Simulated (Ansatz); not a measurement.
One stationary structure of ZnS. Calculation: r2SCAN (plane waves to 500 eV, PAW, scalar-relativistic; Ansatz, an electronic-structure program).

F-43m (No. 216), cF8, zinc blende type; a = b = c = 5.3904 Å, α = β = γ = 90.00°.

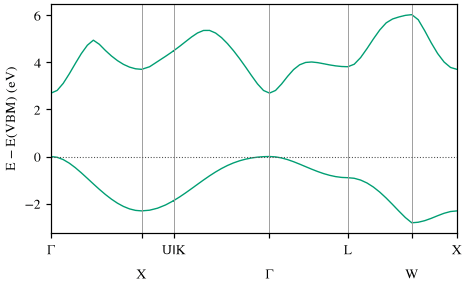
Fig. 1. Highest filled and lowest empty band along the path of this cell's Brillouin zone

Problem. Read off the gap and say whether it is direct.

Solution. 2.70 eV, direct at Γ (no spin-orbit coupling).

Problem. How far does the top valence band disperse along this path?

Solution. About 2.8 eV.

No spin polarisation in the result.

Measured for ZnS: a 5.41 Å (room temperature; as listed in Martin Albrecht, Beate Paulus, Hermann Stoll, Phys. Rev. B (1997)); gap 3.94 eV (static lattice; corrected from measurement; as listed in Wei Chen et al., Physical Review Materials (2018)). Computed minus measured — a: r2SCAN -0.4 %; gap: r2SCAN -1.24 eV. The computed values are for a static lattice, and a measured gap can be an optical one, lowered by exciton binding.

The run could not lose the symmetry of its start.
